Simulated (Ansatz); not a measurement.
# YSb (model cell, started as zinc blende): phonons and vibrational spectra

Aim: the vibrations of YSb (model cell, started as zinc blende), their spectra, and whether the structure is stable.

Method: DFT LDA, scalar-relativistic, plane waves, PAW, in Ansatz 0.2.0.

The structure was built from a prototype and need not be the compound's stable phase.

## (1) Set-up

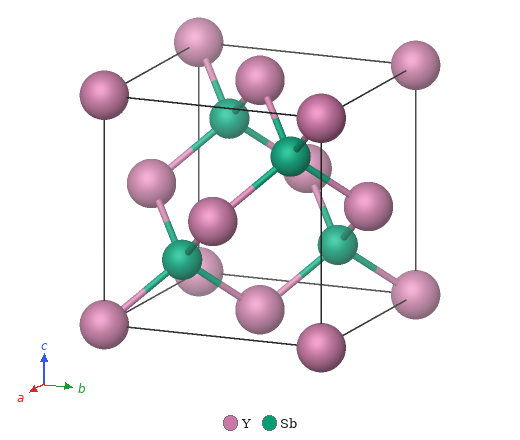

The starting structure, seen slightly off an axis (yttrium pink, antimony teal). This picture shows the conventional cell, with its axes. Bonds to atoms that aren't drawn are left out. Some periodic images of atoms are drawn too.

## (2) Bringing the structure to rest

Harmonic phonons are second derivatives at a point where the forces vanish, and they are wanted at zero stress, so atoms and cell are relaxed first.

Contents of input.yaml:

```yaml
crystal:
  lattice:
    - [0.0, 3.41907, 3.41907]
    - [3.41907, 0.0, 3.41907]
    - [3.41907, 3.41907, 0.0]
  atoms:
    - { symbol: "Y", position: [0.0, 0.0, 0.0] }
    - { symbol: Sb, position: [0.25, 0.25, 0.25] }
kpoints:
  mp_grid: { grid: [6, 6, 6] }
hamiltonian:
  xc: lda
scf:
  occupations: { method: gaussian, width: 0.02 }
output:
  forces: true
  stress: true
  eigenvalues: true
  write_density: true
  write_potential: true
  elf: true
  volumetric_format: npy
relax:
  adjacent_minimum: "off"
  f_tol: 0.005
  max_steps: 80
  cell: { stress_tol: 0.05 }
```

The run is started by

```
ansatz run input.yaml --threads 4 --pin off --max-ram 7168MiB --backend cpu --events-out ev --progress --plain --runs-dir out
```

Numbers of over 12 decimals in the logs are rounded to 6 here.

Log:

```text
Engine: ansatz 0.2.0, aarch64-unknown-linux-gnu
Pseudopotentials: kind: paw
Pseudopotential: Y, paw, valence charge 11, recommended cutoff 420 eV (normal), Y.paw.azcp
Pseudopotential: Sb, paw, valence charge 15, recommended cutoff 420 eV (normal), Sb.paw.azcp
Functional definition: SPW92
  exchange = slater_x
  correlation = pw_c
Crystal: 2 atoms, lattice volume = 79.938 Å³
Basis set: ecut = 420 eV, 1471 PW (Γ)
Bands: 17, of which v1, the nominal top of the filled ones, is band 13 counted from 1 (12 counted from 0)
Symmetry: 24 space group operations
Space group: F-43m (ITA 216), of the structure as read, at distance tolerance 4.3e-5 Å
k-points: 16 of 216 (time reversal used)
Non-local potential: Y, projectors of the file, l = 0: 3, l = 1: 2, l = 2: 2, l = 3: 1
Non-local potential: Sb, projectors of the file, l = 0: 2, l = 1: 2, l = 2: 2, l = 3: 2
PAW form: soft (Blöchl's): semilocal exchange-correlation on the pseudo side does not see the compensation charge
PAW frozen core: Y, regenerated for the run's functional, and the local potential with it (the file was generated under x = pbe(κ = 0.804, μ = 0.219515), c = pbe(β = 0.066725))
PAW frozen core: Sb, regenerated for the run's functional, and the local potential with it (the file was generated under x = pbe(κ = 0.804, μ = 0.219515), c = pbe(β = 0.066725))
PAW one-centre angular grid: Y, 590 points (default); XC on 64 Gauss nodes
PAW one-centre angular grid: Sb, 590 points (default); XC on 64 Gauss nodes
Initial density: superposition of atomic densities (neutral atoms: chi_scale 0, normalization atom), corrected by the library's trained network
Initial wavefunctions: pseudopotential atomic-orbital guess
Functional: x = slater, c = lda
SCF iter   1: F=—  HF=-10082.514357 eV  |F-HF|=—  |Δ(HF+E_count)|=         —  Δρ=5.66e-3  dr2=9.57e-3  ethr=1.77e-3  ⟨swp⟩=5.9  Hψ=1404  notcnv=0
preconditioner: auto → none  [insulator: Δε(μ)=1.345 eV  Ē_g=5.606 eV  σ=0.020 eV  W_gap=1.00  n_scr=14 (ndim 8)  ℏωp=11.7 eV  f_vac=0.042  D(μ)=0.00/eV (n_scr^D=0)  ε∞_Penn≈5.4]
SCF iter   2: F=—  HF=-10082.513333 eV  |F-HF|=—  |Δ(HF+E_count)|=   1.02e-3  Δρ=2.53e-3  dr2=1.87e-3  ethr=3.68e-5  ⟨swp⟩=2.2  Hψ=543  notcnv=0
SCF iter   3: F=—  HF=-10082.513479 eV  |F-HF|=—  |Δ(HF+E_count)|=   1.47e-4  Δρ=5.89e-4  dr2=5.84e-4  ethr=7.18e-6  ⟨swp⟩=2.0  Hψ=540  notcnv=0
SCF iter   4: F=—  HF=-10082.513284 eV  |F-HF|=—  |Δ(HF+E_count)|=   1.96e-4  Δρ=1.30e-4  dr2=1.08e-5  ethr=2.24e-6  ⟨swp⟩=2.3  Hψ=374  notcnv=0
SCF iter   5: F=—  HF=-10082.513287 eV  |F-HF|=—  |Δ(HF+E_count)|=   3.83e-6  Δρ=1.62e-5  dr2=2.63e-7  ethr=4.15e-8  ⟨swp⟩=2.9  Hψ=466  notcnv=0
SCF iter   6: F=-10082.513287 eV  HF=-10082.513287 eV  |F-HF|=6.35e-10  |Δ(HF+E_count)|=   4.88e-8  Δρ=3.40e-6  dr2=4.27e-9  ethr=3.85e-10  ⟨swp⟩=10.4  Hψ=2043  notcnv=0
SCF 1 converged in 6 iterations: F = -10082.513287 eV  dr2 = 4.27e-9
  greatest PAW one-centre occupation: 0.997 electrons in one spin orbital (limit 2), on the Sb atom at site 1 (counted from 0), in its partial waves of l = 2
relax step   1: F+E_penalty+E_count = -10082.51328731 eV  Δ(F+E_penalty+E_count) = +0.000e0 eV  max|allowed force component| = 1.596e-16 eV/Å  Δτ_max = 0.0000 Å  P = -0.836 GPa  Ω = 79.938 Å³  (6 SCF iters, dr2 threshold 1.00e-7 eV, accepted)
Crystal: 2 atoms, lattice volume = 77.460 Å³
Basis set: ecut = 420 eV, 1459 PW (Γ)
Initial density: handed on by an earlier stage of this run
Initial wavefunctions: those handed on with the density
iter 1 solved again at ethr=7.03e-6 eV; its pass at ethr=3.10e-3 eV (dr2=1.83e-3 eV) is discarded
SCF iter   1: F=—  HF=-10082.517052 eV  |F-HF|=—  |Δ(HF+E_count)|=         —  Δρ=1.06e-3  dr2=1.88e-3  ethr=7.03e-6  ⟨swp⟩=2.0  Hψ=1850  notcnv=0
preconditioner: auto → none  [insulator: Δε(μ)=1.291 eV  Ē_g=5.659 eV  σ=0.020 eV  W_gap=1.00  n_scr=14 (ndim 8)  ℏωp=11.9 eV  f_vac=0.026  D(μ)=0.00/eV (n_scr^D=0)  ε∞_Penn≈5.4]
SCF iter   2: F=—  HF=-10082.516498 eV  |F-HF|=—  |Δ(HF+E_count)|=   5.54e-4  Δρ=4.56e-4  dr2=2.40e-4  ethr=7.03e-6  ⟨swp⟩=2.0  Hψ=427  notcnv=0
SCF iter   3: F=—  HF=-10082.516449 eV  |F-HF|=—  |Δ(HF+E_count)|=   4.94e-5  Δρ=1.91e-4  dr2=2.99e-5  ethr=9.23e-7  ⟨swp⟩=2.2  Hψ=371  notcnv=0
SCF iter   4: F=—  HF=-10082.516444 eV  |F-HF|=—  |Δ(HF+E_count)|=   4.59e-6  Δρ=8.19e-5  dr2=6.53e-6  ethr=1.15e-7  ⟨swp⟩=2.4  Hψ=427  notcnv=0
SCF iter   5: F=—  HF=-10082.516443 eV  |F-HF|=—  |Δ(HF+E_count)|=   8.73e-7  Δρ=1.98e-5  dr2=3.41e-7  ethr=2.51e-8  ⟨swp⟩=2.0  Hψ=307  notcnv=0
SCF iter   6: F=-10082.516443 eV  HF=-10082.516443 eV  |F-HF|=4.15e-10  |Δ(HF+E_count)|=   7.17e-9  Δρ=2.50e-6  dr2=4.11e-9  ethr=7.69e-10  ⟨swp⟩=8.2  Hψ=1598  notcnv=0
SCF 2 converged in 6 iterations: F = -10082.516443 eV  dr2 = 4.11e-9
relax step   2: F+E_penalty+E_count = -10082.51644329 eV  Δ(F+E_penalty+E_count) = -3.156e-3 eV  max|allowed force component| = 1.006e-16 eV/Å  Δτ_max = 0.0000 Å  P = +0.487 GPa  Ω = 77.460 Å³  energy of the carried Pulay correction = +1.947e-4 eV  (6 SCF iters, dr2 threshold 2.00e-7 eV, accepted)
Crystal: 2 atoms, lattice volume = 78.355 Å³
iter 1 solved again at ethr=8.82e-7 eV; its pass at ethr=3.10e-3 eV (dr2=2.29e-4 eV) is discarded
SCF iter   1: F=—  HF=-10082.517763 eV  |F-HF|=—  |Δ(HF+E_count)|=         —  Δρ=3.93e-4  dr2=2.62e-4  ethr=8.82e-7  ⟨swp⟩=2.0  Hψ=1840  notcnv=0
preconditioner: auto → none  [insulator: Δε(μ)=1.313 eV  Ē_g=5.651 eV  σ=0.020 eV  W_gap=1.00  n_scr=14 (ndim 8)  ℏωp=11.9 eV  f_vac=0.037  D(μ)=0.00/eV (n_scr^D=0)  ε∞_Penn≈5.4]
SCF iter   2: F=—  HF=-10082.517688 eV  |F-HF|=—  |Δ(HF+E_count)|=   7.57e-5  Δρ=1.71e-4  dr2=3.61e-5  ethr=8.82e-7  ⟨swp⟩=2.0  Hψ=382  notcnv=0
SCF iter   3: F=—  HF=-10082.517680 eV  |F-HF|=—  |Δ(HF+E_count)|=   7.48e-6  Δρ=7.13e-5  dr2=4.35e-6  ethr=1.39e-7  ⟨swp⟩=2.2  Hψ=372  notcnv=0
SCF iter   4: F=—  HF=-10082.517680 eV  |F-HF|=—  |Δ(HF+E_count)|=   4.98e-7  Δρ=2.91e-5  dr2=8.14e-7  ethr=1.67e-8  ⟨swp⟩=2.4  Hψ=427  notcnv=0
SCF iter   5: F=-10082.517679 eV  HF=-10082.517679 eV  |F-HF|=1.60e-9  |Δ(HF+E_count)|=   9.96e-8  Δρ=6.80e-6  dr2=3.67e-8  ethr=7.69e-10  ⟨swp⟩=10.4  Hψ=1935  notcnv=0
SCF 3 converged in 5 iterations: F = -10082.517679 eV  dr2 = 3.67e-8
relax step   3: F+E_penalty+E_count = -10082.51767947 eV  Δ(F+E_penalty+E_count) = -1.236e-3 eV  max|allowed force component| = 7.922e-17 eV/Å  Δτ_max = 0.0000 Å  P = -0.014 GPa  Ω = 78.355 Å³  energy of the carried Pulay correction = +1.238e-4 eV  (5 SCF iters, dr2 threshold 2.00e-7 eV, accepted)
Initial wavefunctions: pseudopotential atomic-orbital guess (no wavefunctions were taken with the density)
iter 1 solved again at ethr=5.50e-7 eV; its pass at ethr=3.10e-3 eV (dr2=1.43e-4 eV) is discarded
SCF iter   1: F=—  HF=-10082.517548 eV  |F-HF|=—  |Δ(HF+E_count)|=         —  Δρ=1.30e-5  dr2=4.82e-8  ethr=5.50e-7  ⟨swp⟩=3.1  Hψ=2079  notcnv=0
eigensolver tolerance schedule: the retry pair's looser diagonalisation over-reported the residual by 2965.91 of it (diagonalisation noise at 1.11 of the residual, at the tolerance the schedule requests for it); recorded, not acted on — ethr = c·dr2/N_el stays at c = 1.0e-1
preconditioner: auto → none  [insulator: Δε(μ)=1.311 eV  Ē_g=5.644 eV  σ=0.020 eV  W_gap=1.00  n_scr=14 (ndim 8)  ℏωp=11.9 eV  f_vac=0.035  D(μ)=0.00/eV (n_scr^D=0)  ε∞_Penn≈5.4]
SCF iter   2: F=—  HF=-10082.517547 eV  |F-HF|=—  |Δ(HF+E_count)|=   8.36e-7  Δρ=6.56e-6  dr2=1.16e-8  ethr=1.85e-10  ⟨swp⟩=2.9  Hψ=560  notcnv=0
SCF iter   3: F=—  HF=-10082.517547 eV  |F-HF|=—  |Δ(HF+E_count)|=   5.20e-9  Δρ=1.93e-6  dr2=5.02e-9  ethr=4.47e-11  ⟨swp⟩=2.2  Hψ=424  notcnv=0
SCF iter   4: F=—  HF=-10082.517547 eV  |F-HF|=—  |Δ(HF+E_count)|=   1.39e-9  Δρ=5.07e-7  dr2=8.83e-11  ethr=1.93e-11  ⟨swp⟩=2.3  Hψ=375  notcnv=0
SCF iter   5: F=-10082.517547 eV  HF=-10082.517547 eV  |F-HF|=5.46e-12  |Δ(HF+E_count)|=  3.64e-12  Δρ=1.10e-7  dr2=7.05e-12  ethr=1.00e-12  ⟨swp⟩=6.0  Hψ=1171  notcnv=0
SCF 4 converged in 5 iterations: F = -10082.517547 eV  dr2 = 7.05e-12
relax step   4: F+E_penalty+E_count = -10082.51754686 eV  Δ(F+E_penalty+E_count) = +1.326e-4 eV  max|allowed force component| = 7.575e-17 eV/Å  Δτ_max = 0.0000 Å  P = -0.013 GPa  Ω = 78.355 Å³  stress off target by 1.34e-2 GPa  SCF on the basis re-selected at this cell (its energy is not comparable with the rows above)  (5 SCF iters)
basis re-selected at this cell: Δ(F+E_penalty+E_count) = +1.326e-4 eV, ΔP = +0.001 GPa vs the last step (what re-selecting the basis moved, of the pressure what is left beyond the Pulay correction that the steps carried, after the strain that the cell walked since its last selection, with what the two solves' SCF thresholds leave and, on support functions, any second-order correction that the steps lacked; it is no m [...]
SCF converged after 5 iterations
Free energy (F): -10082.517547 eV
Harris-Foulkes:  -10082.517547 eV  (|F-HF|=5.46e-12)
Internal energy: -10082.517547 eV  (E = F + TS)
E sigma→0 (E₀):  -10082.517547 eV
Fermi energy:    6.163522 eV
--- Per-component energies (eV) ---
  E_band       = -360.722229
  E_kinetic    = 514.857651
  E_local      = -2745.082525  (includes V_loc(G=0)·N_el)
  E_nonlocal   = 421.505270
  E_hartree    = 1149.385101
  E_xc         = -309.496266
  E_vxc        = -295.803839  (∫ρ·V_xc dr)
  E_paw        = -7152.629220  (= ΣΔE_a)
  E_vpaw       = -554.968941  (= ΣTr[D̂ρ^β])
  E_aug_tail   = -0.000001  (compensation charges beyond the density's cutoff)
  E_ewald      = -1961.945967
  E_core_change = 0.888409  (= ΣΔE_core)
  E_smearing   = -0.000000  (= −TS)
  E_closure    = 0.000000  (closes the sum)
  Σ components = -10082.517547   (vs F -10082.517547, Δ=0.00e0)
--- Forces (eV/Å), atoms counted from 1 ---
  atom   1  Y     -0.00000000    -0.00000000    -0.00000000
  atom   2  Sb     0.00000000     0.00000000     0.00000000
  max |Σ_I F_I| component: 1.08e-16 eV/Å
--- Stress (GPa, compression-positive) ---
       -0.013419      -0.000000      -0.000000
       -0.000000      -0.013419       0.000000
       -0.000000       0.000000      -0.013419
  P = ⅓ Tr σ = -0.0134 GPa (-0.134 kbar)
--- Band table (eV; the first three rows and the last of 16) ---
  k-point 0: bands = [... 9 lower, -2.6701, 4.8849, 4.8849, 4.8849, 8.2430, 8.2430, 8.3327, 11.8869]
  k-point 1: bands = [... 9 lower, -2.5276, 4.4441, 4.9622, 4.9622, 8.1441, 8.1441, 9.1400, 10.7811]
  k-point 2: bands = [... 9 lower, -2.2239, 3.8787, 5.0894, 5.0894, 8.2224, 8.2224, 8.9969, 10.1945]
  k-point 15: bands = [... 9 lower, -1.8527, 3.8510, 4.8007, 5.4401, 6.8974, 8.2076, 8.7137, 9.2398]
--- Relaxed structure (3 steps of the walk, 3 accepted, 1 SCFs on fresh bases) ---
  F+E_penalty+E_count = -10082.51754686 eV   max|allowed force component| = 7.575e-17 eV/Å   (the final SCF, on the basis selected at the relaxed cell)
  cell:  # Å, volume = 78.3546 Å³
    - [0, 3.396342, 3.396342]
    - [3.396342, 0, 3.396342]
    - [3.396342, 3.396342, 0]
  atoms:
    - { symbol: Y, position: [0, 0, 0] }
    - { symbol: Sb, position: [0.25, 0.25, 0.25] }
```

It took 2.9 s on 4 threads of Arm Neoverse V2, shared host; peak memory 0.37 GiB.

Step by step:

```csv
step,energy less that of the first step (eV),largest force component (eV/Å),pressure (GPa),volume (Å³)
1,0.0000,0.0000,-0.84,79.94
2,-0.0032,0.0000,0.49,77.46
3,-0.0044,0.0000,-0.01,78.35
4*,-0.0043,0.0000,-0.01,78.35
```

Relaxation steps marked * repeat the geometry before them on a plane-wave basis chosen anew for their cell, so energy and pressure can jump there.

The run keeps the 24 symmetry operations that it works with, so distortions that break them were not tested.

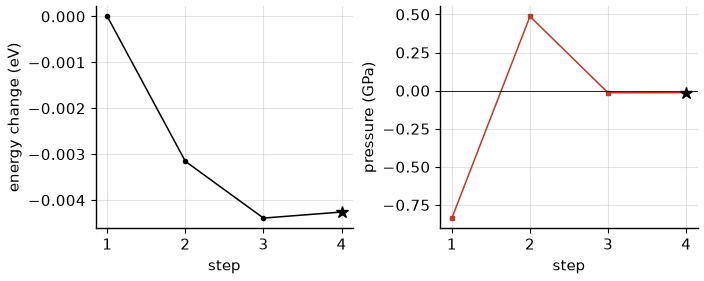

Energy and pressure along the relaxation. Stars mark steps on a basis chosen anew.

```
conventional cell, symmetrised  before  after  change
                         a (Å)   6.838  6.793  -0.7 %
                         b (Å)   6.838  6.793  -0.7 %
                         c (Å)   6.838  6.793  -0.7 %
              volume (Å³/atom)   39.97  39.18  -2.0 %
```

The relaxed structure:

```cif
data_structure
_symmetry_space_group_name_H-M 'P 1'
_symmetry_Int_Tables_number 1
_cell_length_a 4.8032
_cell_length_b 4.8032
_cell_length_c 4.8032
_cell_angle_alpha 60.000
_cell_angle_beta 60.000
_cell_angle_gamma 60.000
_cell_volume 78.35
loop_
_atom_site_label
_atom_site_type_symbol
_atom_site_fract_x
_atom_site_fract_y
_atom_site_fract_z
_atom_site_occupancy
Y1 Y 0.00000 0.00000 0.00000 1
Sb2 Sb 0.25000 0.25000 0.25000 1
```

This step gave:

```yaml
pressure: -0.01342 GPa
gap_on_the_k_mesh: 1.311 eV
volume_per_atom: 39.18 Å³
direct_gap_on_mesh: 1.311 eV
```

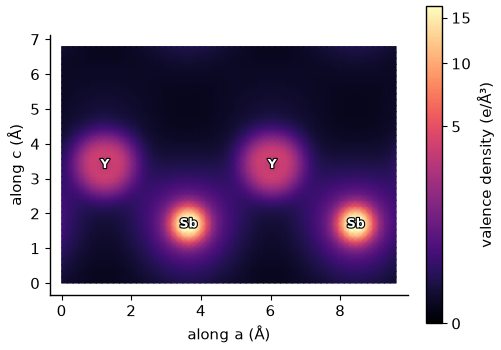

Valence density in the ac plane of a cell with a along [110], b along [-110] and c along [001] of the cube at fractional y = 0.500, with atoms of Y and Sb within 0.2 Å of it. It is the smooth field of the valence electrons, not physical close to the nuclei. The map starts off the cell's origin, so that atoms lie inside it. The colour scale is stretched toward low values.

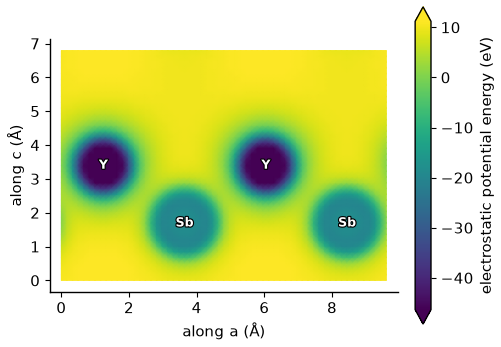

Electrostatic potential energy in the ac plane of a cell with a along [110], b along [-110] and c along [001] of the cube at fractional y = 0.500, with atoms of Y and Sb within 0.2 Å of it. With pseudopotentials it is smooth inside the atoms' cores, unlike the true potential. The map starts off the cell's origin, so that atoms lie inside it.

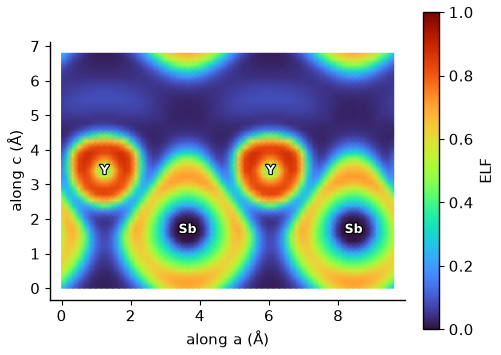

ELF in the ac plane of a cell with a along [110], b along [-110] and c along [001] of the cube at fractional y = 0.500, with atoms of Y and Sb within 0.2 Å of it. It is the smooth field of the valence electrons, not physical close to the nuclei. The map starts off the cell's origin, so that atoms lie inside it.

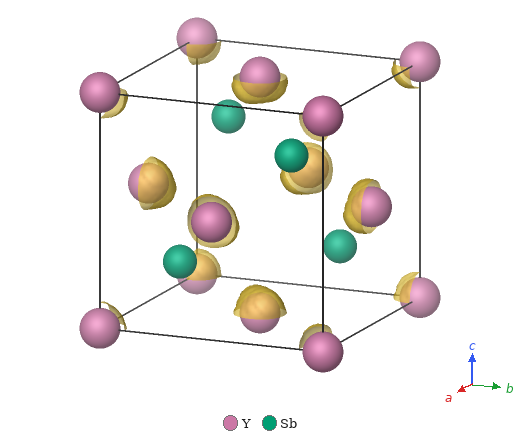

Surface of ELF = 0.8.

In this step the volume went from 39.97 to 39.18 Å³/atom.

## (3) Tight relaxation

Phonons need a cell at rest on their own settings, so the relaxation is repeated with tight tolerances on forces and stress, using the mesh and the filling of the phonon run that follows.

Contents of input.yaml:

```yaml
crystal:
  lattice:
    - [0.0, 3.3963423, 3.3963423]
    - [3.3963423, 0.0, 3.3963423]
    - [3.3963423, 3.3963423, 0.0]
  atoms:
    - { symbol: "Y", position: [0.0, 0.0, 0.0] }
    - { symbol: Sb, position: [0.25, 0.25, 0.25] }
kpoints:
  mp_grid: { grid: [8, 8, 8] }
hamiltonian:
  xc: lda
scf:
  occupations: { method: fixed }
output:
  forces: true
  stress: true
  eigenvalues: true
relax:
  adjacent_minimum: "off"
  f_tol: 0.001
  max_steps: 60
  cell: { stress_tol: 0.01 }
```

Log:

```text
[...]
Crystal: 2 atoms, lattice volume = 78.355 Å³
Basis set: ecut = 420 eV, 1471 PW (Γ)
Bands: 17, of which v1, the nominal top of the filled ones, is band 13 counted from 1 (12 counted from 0)
Symmetry: 24 space group operations
[...]
k-points: 29 of 512 (time reversal used)
[...]
k-point 28: bands = [... 9 lower, -1.8489, 4.2772, 4.2881, 5.4240, 6.9258, 8.2208, 8.7092, 9.3026]
--- Relaxed structure (2 steps of the walk, 2 accepted, 1 SCFs on fresh bases) ---
[...]
cell:  # Å, volume = 78.3171 Å³
    - [0, 3.395801, 3.395801]
    - [3.395801, 0, 3.395801]
    - [3.395801, 3.395801, 0]
  atoms:
    - { symbol: Y, position: [0, 0, 0] }
    - { symbol: Sb, position: [0.250000, 0.250000, 0.250000] }
[key lines of the parts left out:]
SCF converged after 6 iterations
Free energy (F): -10082.517552 eV
Fermi energy:    5.512905 eV
P = ⅓ Tr σ = 0.0077 GPa (0.077 kbar)
```

Wall time 3.3 s (4 threads); peak memory 0.4 GiB.

Little changed from the start: no atom moved by 0.005 Å and no cell edge by 0.1 %.

This step gave:

* pressure: 0.007658 GPa
* gap on the k-mesh: 1.310 eV
* volume per atom: 39.16 Å³
* direct gap on mesh: 1.310 eV

The forces vanish by symmetry and the pressure is 0.008 GPa, within the tolerances set. The cell now holds 39.16 Å³/atom.

(Part 1 of 3 ends here.)

[Logs are printed without paths, hosts, clocks, repeated set-up lines and the standing remarks that a program may print on its own settings, such as how far it seeks lower states.]

[Hosts, paths, dates, database ids (printed as entryN), source tags and the programs' standing remarks are cut or masked in the printed files.]
